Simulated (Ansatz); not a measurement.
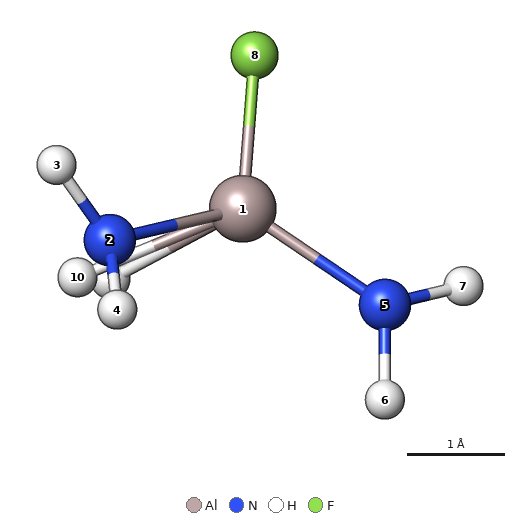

The input geometry (ball-and-stick view, seen at a tilt; atoms are numbered from 1 in the order of the input). Sticks mark near contacts. Bond lengths as drawn: Al–F 1.67 Å, Al–H 1.86 Å, Al–N 1.79 to 1.91 Å and H–N 1.02 to 1.03 Å.

# Run report: AlN2H6F, frequency calculation

AlN2H6F, computed with RKS PBE-D4/6-31G* (Ansatz 0.2.0).

It belongs to a series of runs on one base structure; here: vibrations at the highest image of the band. Figures and captions count atoms from 1; the log counts them from 0 in places.

What the program printed:
```
Engine: ansatz 0.2.0, aarch64-unknown-linux-gnu
Functional definition: PBE
  parameter kappa = 0.804
  parameter beta = 0.06672455060314922
  exchange = pbe_x(kappa = kappa, mu = beta*pi^2/3)
  correlation = pbe_c(beta = beta)
968 factors; their error is unknown
mean field evaluation 1: about -12366.9869 eV, gradient 9.2e1 eV
mean field evaluation 2: about -12314.4181 eV, gradient 1.6e2 eV
mean field evaluation 4: about -12382.7014 eV, gradient 1.4e1 eV
mean field evaluation 8: about -12383.0641 eV, gradient 6.3e-2 eV
mean field evaluation 16: about -12383.0298 eV, gradient 6.8e-5 eV
mean field -12383.02976948 eV, -455.0679505095 hartree, gradient 6.8e-5 eV, S^2 0.000000; 0 other end points of the search recorded, 0 dependent functions left out
the calculation of the forces begins
reference -12383.02981682 eV, -455.0679522491 hartree; 21, 21 occupied and 55, 55 virtual orbitals, 968 factors
these checks for a lower state are left out or cut short: stability, starts, cluster_reference, orbital_swaps, neighbouring_geometries, increment
968 factors; their error is unknown
mean field -12383.02960380 eV, -455.0679444208 hartree, gradient 2.1e-6 eV, S^2 0.000000; 0 other end points of the search recorded, 0 dependent functions left out
[... from here on the field's lines of each further geometry are left out, up to the last ...]
the calculation of the forces begins
reference -12383.02980577 eV, -455.0679518430 hartree; 21, 21 occupied and 55, 55 virtual orbitals, 968 factors
these checks for a lower state are left out or cut short: stability, starts, cluster_reference, orbital_swaps, neighbouring_geometries, increment
968 factors; their error is unknown
mean field -12383.02976765 eV, -455.0679504420 hartree, gradient 1.3e-6 eV, S^2 0.000000; 0 other end points of the search recorded, 0 dependent functions left out
the calculation of the forces begins
reference -12383.02981499 eV, -455.0679521816 hartree; 21, 21 occupied and 55, 55 virtual orbitals, 968 factors
WARN: phonons: modes at or below zero, which the zero-point energy, F, S and C_V leave out: 1, the lowest at -1129.31 cm⁻¹. A minimum has none, and a first-order saddle one
Total energy: -12383.18356038 eV, -455.0736022208 hartree
Atom 0 at     0.135804    -0.187714     0.104700 Å, force    -0.007189    -0.008962     0.000172 eV/Å
Atom 1 at     0.118437    -0.325622     2.008202 Å, force     0.004313    -0.002668    -0.000982 eV/Å
Atom 2 at    -0.727052    -0.071235     2.529374 Å, force     0.001035    -0.003551     0.000351 eV/Å
Atom 3 at     0.944669    -0.125238     2.580919 Å, force     0.000434     0.000518    -0.000743 eV/Å
Atom 4 at     1.667038     0.339934    -0.663580 Å, force    -0.004868    -0.000443     0.002947 eV/Å
Atom 5 at     2.592302     0.068717    -0.331659 Å, force    -0.000001    -0.000035    -0.002366 eV/Å
Atom 6 at     1.711775     0.537548    -1.663537 Å, force     0.006162    -0.000052     0.000801 eV/Å
Atom 7 at    -1.326445     0.279643    -0.563492 Å, force     0.000517     0.001348     0.001093 eV/Å
Atom 8 at    -0.010831    -2.014409     0.424044 Å, force     0.006457    -0.001962    -0.005011 eV/Å
Atom 9 at     0.035203    -1.573924     1.346430 Å, force    -0.006860     0.015808     0.003737 eV/Å
Dipole moment:     0.428101    -0.058768     0.470096 e Å
Vibrations: -1129.31 124.60 158.83 209.07 272.44 299.17 315.47 489.26 593.39 636.67 642.37 714.63 787.24 871.50 903.61 1439.78 1527.38 1567.20 1679.50 1734.55 3428.97 3489.14 3536.58 3581.39 cm⁻¹, zero-point energy 1.797940 eV
```

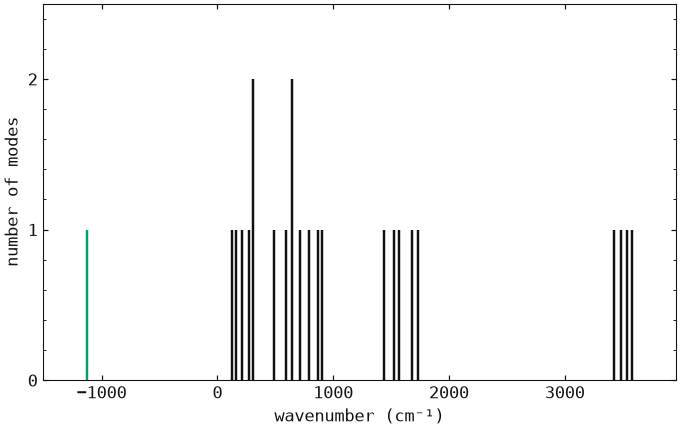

Harmonic vibrational wavenumbers from the force constants; neighbouring modes closer than 21 cm⁻¹ are counted in one stick, and imaginary ones are drawn at negative wavenumbers. 24 modes from 1129i to 3581 cm⁻¹, 1 imaginary beyond 8i (1129i cm⁻¹): a first-order saddle point, if the geometry is stationary.

This output came from the following input.

Input:
```yaml
crystal:
  periodic: [false, false, false]
  atoms:
    - { symbol: Al, position_ang: [0.135804, -0.187714, 0.1047] }
    - { symbol: "N", position_ang: [0.118437, -0.325622, 2.008202] }
    - { symbol: H, position_ang: [-0.727052, -0.071235, 2.529374] }
    - { symbol: H, position_ang: [0.944669, -0.125238, 2.580919] }
    - { symbol: "N", position_ang: [1.667038, 0.339934, -0.66358] }
    - { symbol: H, position_ang: [2.592302, 0.068717, -0.331659] }
    - { symbol: H, position_ang: [1.711775, 0.537548, -1.663537] }
    - { symbol: F, position_ang: [-1.326445, 0.279643, -0.563492] }
    - { symbol: H, position_ang: [-0.010831, -2.014409, 0.424044] }
    - { symbol: H, position_ang: [0.035203, -1.573924, 1.34643] }
basis:
  gaussian: { orbitals: "6-31G*" }
hamiltonian:
  xc: pbe
  dispersion: d4
phonons: {}
```

Command:
```bash
ansatz run input.yaml --threads 1 --pin off --max-ram 2048MiB --backend cpu --events-out ev --progress --plain --runs-dir out
```

Summary:

```csv
quantity,value
outcome,converged
total energy,−12383.1836 eV
mean-field energy,−12383.0298 eV
largest force (length of the vector),0.018 eV/Å
hardware,"1 thread of Arm Neoverse V1, 24 GiB of memory available, shared host"
wall time,93 s
peak memory,0.12 GiB
```
